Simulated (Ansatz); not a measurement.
## P2Ir (P2_1/c): spin-orbit coupling beyond the local functionals

How far does spin-orbit coupling move the gap of P2Ir (P2_1/c)?

Program: Ansatz 0.2.0. Level of theory: density functionals with and without spin-orbit coupling, plane waves, PAW. Results are calculated unless marked as measured.

## Step 1: Starting point

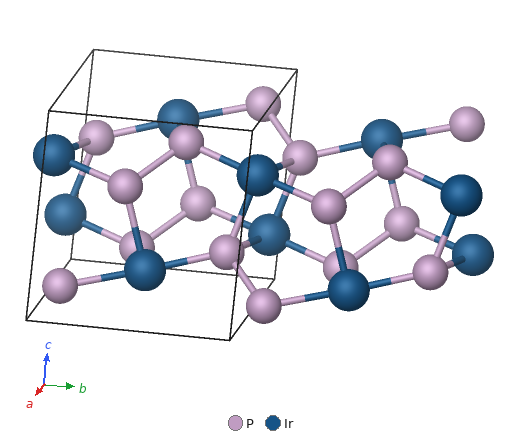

The starting structure, seen slightly off an axis (phosphorus pink, iridium blue). 1×2×1 cells are drawn. Some periodic images of atoms are drawn too.

The cell and positions are those that the Materials Project relaxed with its own functionals (PBE, PBE+U or r2SCAN), kept fixed. Spin-orbit coupling is left out unless a step names it. The default PAW set here is soft_2. Its files were made with PBE.

## Step 2: HSE06, 2×2×2 mesh

This step: DFT, HSE06, plane waves, PAW.

File input.yaml:

```yaml
crystal:
  lattice:
    - [5.7723350975, 0.0, 0.0]
    - [0.0, 5.80673151, 0.0]
    - [-2.1284997265, 0.0, 5.4731408836]
  atoms:
    - { symbol: P, position: [0.1580067, 0.88188186, 0.87028772] }
    - { symbol: P, position: [0.8419933, 0.38188186, 0.62971228] }
    - { symbol: P, position: [0.8419933, 0.11811814, 0.12971228] }
    - { symbol: P, position: [0.1580067, 0.61811814, 0.37028772] }
    - { symbol: P, position: [0.33432299, 0.37720527, 0.18854639] }
    - { symbol: P, position: [0.66567701, 0.87720527, 0.31145361] }
    - { symbol: P, position: [0.66567701, 0.62279473, 0.81145361] }
    - { symbol: P, position: [0.33432299, 0.12279473, 0.68854639] }
    - { symbol: Ir, position: [0.27186641, 0.49883041, 0.79157869] }
    - { symbol: Ir, position: [0.72813359, 0.99883041, 0.70842131] }
    - { symbol: Ir, position: [0.72813359, 0.50116959, 0.20842131] }
    - { symbol: Ir, position: [0.27186641, 0.00116959, 0.29157869] }
kpoints:
  mp_grid: { grid: [2, 2, 2] }
  band_path:
    path:
      - [0.0, 0.0, 0.0]
      - [0.0, 0.5, 0.0]
      - [0.0, 0.5, 0.5]
      - [0.0, 0.0, 0.5]
      - [-0.5, 0.0, 0.5]
      - [-0.5, 0.5, 0.5]
      - [-0.5, 0.5, 0.0]
      - [-0.5, 0.0, 0.0]
    npoints: 1
hamiltonian:
  xc: hse06
scf:
  occupations: { method: fixed }
  n_extra_bands: 8
output:
  eigenvalues: true
```

The run is started by

```
> ansatz run input.yaml --threads 24 --pin off --max-ram 82944MiB --backend cuda --events-out ev --progress --plain --runs-dir out --devices 1 --max-vram 78GiB
```

Numbers of over 12 decimals in the logs are rounded to 6 here.

What it wrote:

```text
scf.n_extra_bands = 8 over 54 filled bands (N_el = 108.0): the run solves 62 bands
exact exchange: scf.exx.singularity resolves to wigner_seitz, which cuts the screened interaction at the faces of the exchange supercell's Wigner-Seitz cell, so that each pair interacts once, at the shortest of its separations (the periodic images that this leaves out come, for a point-like exchange hole, to about 0.001 eV on a filled level). The cut falls within the interaction's reach, and what an exchange supercel [...]
GPUs: using 1 of 1 available (devices: 1).
Engine: ansatz 0.2.0, aarch64-unknown-linux-gnu
Pseudopotentials: kind: paw
Pseudopotential: P, paw, valence charge 5, recommended cutoff 420 eV (normal), P.paw.azcp
Pseudopotential: Ir, paw, valence charge 17, recommended cutoff 420 eV (normal), Ir.paw.azcp
Functional definition: HSE06
  parameter a = 0.25
  parameter omega = 0.11/bohr
  exchange = pbe_x - a*pbe_x_sr(omega) + a*exact_x_sr(omega)
  correlation = pbe_c
davidson cushion auto → on  (no smearing: the cushion is to keep the highest requested band from converging to the state above it; pin scf.eigensolver.cushion to override)
[...]
Crystal: 12 atoms, lattice volume = 183.451 Å³
Basis set: ecut = 420 eV, 3599 PW (Γ)
Bands: 62, of which v1, the nominal top of the filled ones, is band 54 counted from 1 (53 counted from 0)
Symmetry: 4 space group operations
Space group: P21/c (ITA 14), of the structure as read, at distance tolerance 5.7e-5 Å
k-points: 8
Non-local potential: P, projectors of the file, l = 0: 2, l = 1: 2, l = 2: 2
Non-local potential: Ir, projectors of the file, l = 0: 3, l = 1: 2, l = 2: 2, l = 3: 1
PAW form: soft (Blöchl's): semilocal exchange-correlation on the pseudo side does not see the compensation charge
PAW frozen core: P, regenerated for the run's functional, and the local potential with it (the file was generated under x = pbe(κ = 0.804, μ = 0.219515), c = pbe(β = 0.066725))
PAW frozen core: Ir, regenerated for the run's functional, and the local potential with it (the file was generated under x = pbe(κ = 0.804, μ = 0.219515), c = pbe(β = 0.066725))
PAW one-centre angular grid: P, 110 points (default); XC on 64 Gauss nodes
PAW one-centre angular grid: Ir, 590 points (default); XC on 64 Gauss nodes
Initial density: superposition of atomic densities (neutral atoms: chi_scale 0, normalization atom), corrected by the library's trained network
Initial wavefunctions: pseudopotential atomic-orbital guess
[...]
Functional: x = pbe(κ = 0.804, μ = 0.219515), c = pbe(β = 0.066725), warm-up for x = pbe(κ = 0.804, μ = 0.219515) + 0.25 (exact − pbe) at short range (hse, ω = 0.207870 Å⁻¹), c = pbe(β = 0.066725); HSE06 as pw.x's `hse` composes it (authors' and Libxc's form: `xc: wpbeh`)
[...]
Exchange kernel: α = 0.2500, screened, ω = 0.2079 Å⁻¹, Wigner–Seitz truncation, v(0) = 964.5207 eV·Å³, q-mesh 2×2×2, nearest image of the exchange supercell L = 11.54 Å, pair-density grid 30×30×30, without the augmentation charges, whose exchange is taken in its separable form by FFT convolution over the k-point mesh (sized by the pseudopotential files, 36×40×40 at the most), smooth part of the exact exchange by density-matrix convolution in up to 1.73 GiB of GPU memory as planned if the GPU has room (build and FFT work areas not counted)
Frozen-core exchange: fock
SCF iter   1: F=—  HF=-53807.439110 eV  |F-HF|=—  |Δ(HF+E_count)|=         —  Δρ=1.36e-4  dr2=1.19e-5  ethr=7.61e-7  ⟨swp⟩=3.0  Hψ=1191  notcnv=0
[...]
iter 2 solved again at ethr=8.11e-10 eV; its pass at ethr=8.49e-9 eV (dr2=8.75e-7 eV) is discarded
SCF iter   2: F=—  HF=-53807.439121 eV  |F-HF|=—  |Δ(HF+E_count)|=   1.09e-5  Δρ=4.70e-5  dr2=1.01e-6  ethr=8.11e-10  ⟨swp⟩=2.0  Hψ=2561  notcnv=0
SCF iter   3: F=—  HF=-53807.439122 eV  |F-HF|=—  |Δ(HF+E_count)|=   8.70e-7  Δρ=1.82e-5  dr2=1.68e-7  ethr=8.11e-10  ⟨swp⟩=4.8  Hψ=1347  notcnv=0
SCF iter   4: F=-53807.439122 eV  HF=-53807.439122 eV  |F-HF|=7.36e-9  |Δ(HF+E_count)|=   4.45e-8  Δρ=7.31e-6  dr2=2.88e-8  ethr=1.37e-10  ⟨swp⟩=2.2  Hψ=1100  notcnv=0
SCF 3 converged in 4 iterations: F = -53807.439122 eV  dr2 = 2.88e-8
hybrid outer 2: dexx = +2.205e-5 eV, tail = 1.55e-7 eV, Δε = 2.04e-3 eV (about 6.42e-5 eV left of the loop's levels)
[...]
NSCF: frozen V_eff on 8 k-points
hybrid SCF converged: 2 outer / 11 inner (+6 warm-up), last move |dexx| = 2.21e-5 eV, tail = 1.55e-7 eV
Stability not checked: this state was not tested for a lower state beside it, because the functional holds exact exchange (a hybrid, or Hartree-Fock), whose exchange loop this test does not read (fock_operator; see scf.lower_state_search)
Free energy (F): -53807.439124 eV
Frozen-core exchange: fock
Harris-Foulkes:  -53807.439124 eV  (|F-HF|=7.36e-9)
Internal energy: -53807.439124 eV  (E = F + TS)
E sigma→0 (E₀):  -53807.439124 eV
Fermi energy:    13.591902 eV
--- Per-component energies (eV) ---
  E_band       = -987.138063
  E_kinetic    = 3065.733711
  E_local      = -8118.542259  (includes V_loc(G=0)·N_el)
  E_nonlocal   = 551.449118
  E_hartree    = 3199.041839
  E_xc         = -1261.878223
  E_vxc        = -1354.532478  (∫ρ·V_xc dr)
  E_exx        = -295.963587  (= α·E_x^exact, valence–valence)
  E_paw        = -41471.119460  (= ΣΔE_a)
  E_vpaw       = -937.399958  (= ΣTr[D̂ρ^β])
  E_aug_tail   = 0.000285  (compensation charges beyond the density's cutoff)
  E_ewald      = -9466.752748
  E_core_change = -9.407801  (= ΣΔE_core)
  E_smearing   = -0.000000  (= −TS)
  E_closure    = -0.000000  (closes the sum)
  Σ components = -53807.439124   (vs F -53807.439124, Δ=-7.28e-12)
--- Band table (eV; the first three rows and the last of 8) ---
  k-point 0: bands = [... 50 lower, 11.2612, 11.5307, 11.9090, 12.0767, 14.7356, 15.6517, 16.6991, 17.1020, ... 4 higher]
  k-point 1: bands = [... 50 lower, 11.5503, 11.5503, 12.9856, 12.9856, 15.5294, 15.5294, 16.4304, 16.4304, ... 4 higher]
  k-point 2: bands = [... 50 lower, 12.2723, 12.2723, 12.8915, 12.8915, 15.4318, 15.4318, 17.0180, 17.0180, ... 4 higher]
  k-point 7: bands = [... 50 lower, 12.6887, 12.6887, 13.5919, 13.5919, 15.9917, 15.9917, 16.6914, 16.6914, ... 4 higher]
```

Run time: 5.3 s. Hardware: 1 × NVIDIA GB200 (shared by 2 runs) with 24 threads of Arm Neoverse V2, shared host; peak memory 1.4 GiB.

The column dr2 measures how far the density is from self-consistency, as an energy; F and HF (Harris–Foulkes) agree once it is small.

Numbers from this step:

```yaml
gap: 1.144 eV
valence_top_at: E
conduction_bottom_at: Γ
least_direct_gap: 2.184 eV
exact_exchange_fraction: 0.25
```

The gap is indirect, with the least direct gap 1.04 eV higher.

## Step 3: HSE06+SOC, 2×2×2 mesh

Spin-orbit coupling can split or shift the edges; a non-collinear run measures by how much.

This step: DFT, HSE06 with spin-orbit coupling, plane waves, PAW.

Edit input.yaml of step 2 so:

```diff
@@ -34,4 +34,7 @@
 scf:
-  occupations: { method: fixed }
-  n_extra_bands: 8
+  occupations: { method: fermi_dirac, width: 0.02 }
+  n_extra_bands: 16
+magnetization:
+  noncollinear: true
+  spin_orbit: true
 output:
```

What it wrote:

```text
[...]
GPUs: using 1 of 1 available (devices: 1).
[...]
non-collinear run that drives no moment, with spin-orbit: no starting moment large enough to seed its density (crystal.atoms[].spin), no starting occupations that ask for one, no magnetisation constraint and no magnetic field, so the semilocal B_xc is pinned to zero
[...]
Crystal: 12 atoms, lattice volume = 183.451 Å³
Basis set: ecut = 420 eV, 3599 PW (Γ)
Bands: 124, of which v1, the nominal top of the filled ones, is band 108 counted from 1 (107 counted from 0)
Symmetry: 4 space group operations + 4 with time reversal
[...]
k-points: 8
Projection manifold: j_resolved (fully-relativistic pseudo-atomic orbitals)
[...]
SCF iter   1: F=—  HF=-53923.342810 eV  |F-HF|=—  |Δ(HF+E_count)|=         —  Δρ=5.48e-2  dr2=3.12e0  dr2_m=0.00e0 (ungated)  ethr=1.00e-1  |M|=0.00e0 ∫|m|=0.00e0 μB  |m|>n=0.0e0 m-floor=0.0e0 τ_xc=0.0e0  β_m=0.30  ⟨swp⟩=4.1  Hψ=3783  notcnv=0
[...]
hybrid outer 1: dexx = +5.851e-2 eV, tail = 1.76e-4 eV
[...]
SCF 3 converged in 5 iterations: F = -53847.764623 eV  dr2 = 7.50e-8
[...]
```

It took 16 s on 1 × NVIDIA GB200 (shared by 2 runs) with 24 threads; peak memory 2.2 GiB.

Numbers from this step:

- gap: 1.147 eV
- valence top at: E
- conduction bottom at: Γ
- least direct gap: 2.086 eV
- exact-exchange fraction: 0.25

The gap is that of HSE06.

## Step 4: Together

Times are wall times on 1 × NVIDIA GB200 (shared by 2 runs) with 24 threads of Arm Neoverse V2, shared host, good to a factor of about two.

| level | gap (eV) | with coupling (eV) | change (eV) | time | with coupling |
| --- | --- | --- | --- | --- | --- |
| HSE06 | 1.14 | 1.15 | +0.003 | 5.3 s | 16 s |

## Step 5: What came out

- HSE06: 1.14 eV
- HSE06+SOC: 1.15 eV

What this shows: Spin-orbit coupling changes the gap by +0.003 eV and the least direct gap by −0.10 eV. The runs have no spin polarisation. For a closed low-spin shell that is the natural state; where a d or f shell is open it is a constraint, and the gap is then not the crystal's own.

[Paths, hosts, dates, memory and timing lines, banners, echoed tables and standing remarks are left out of the program output.]

[Logs are printed without paths, hosts, clocks, repeated set-up lines and the standing remarks that a program may print on its own settings, such as how far it seeks lower states.]

[Runs of the session that timed out or met a known fault of the program may be left out.]

[Cells called generated may have been cut or substituted from an entry of the Crystallography Open Database or the Materials Project.]

[Hosts, paths, dates, database ids (printed as entryN), source tags and the programs' standing remarks are cut or masked in the printed files.]
